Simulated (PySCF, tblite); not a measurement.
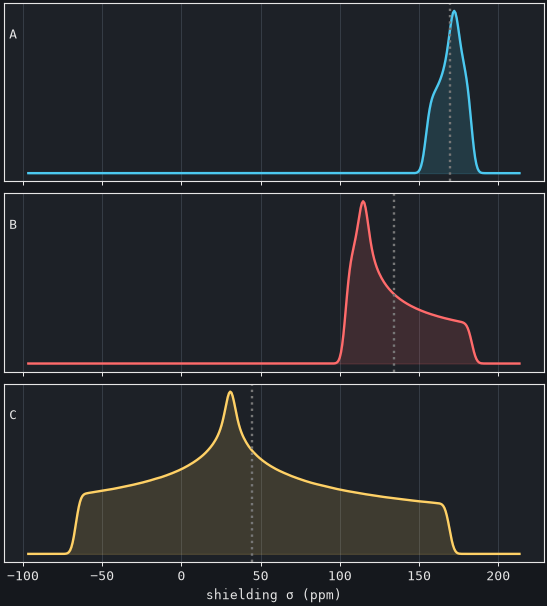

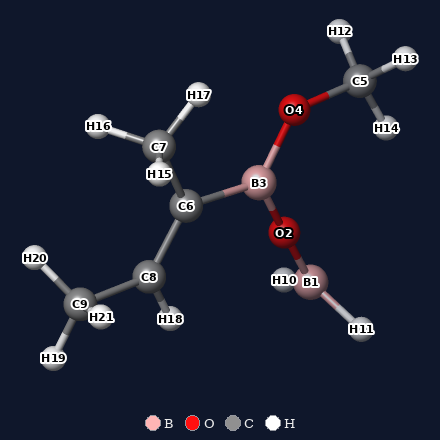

Static powder patterns (¹³C) from GIAO shielding tensors of C₅H₁₂B₂O₂, SMILES BOB(OC)/C(C)=C/C, PBE0/pcSseg-1 with PySCF 2.14.0, at a GFN2-xTB geometry (a minimum by its frequencies); absolute shielding, one fixed geometry of the isolated molecule without any motion, no dipolar terms. The dotted line is the isotropic value; skew is 3(σiso − σ22)/span.

Q: The panels belong to C5, C6 and C9. Which is which?

A: panel A: C9, σ11, σ22, σ33 = 154, 172, 183 ppm, isotropic 170, span 29 ppm, skew −0.24; panel B: C5, σ11, σ22, σ33 = 104, 115, 183 ppm, isotropic 134, span 80 ppm, skew 0.72; panel C: C6, σ11, σ22, σ33 = −67, 31, 169 ppm, isotropic 44, span 236 ppm, skew 0.17.

Caveats: the tight-binding geometry is rougher than a DFT one and adds to the error; one conformer of a flexible molecule.
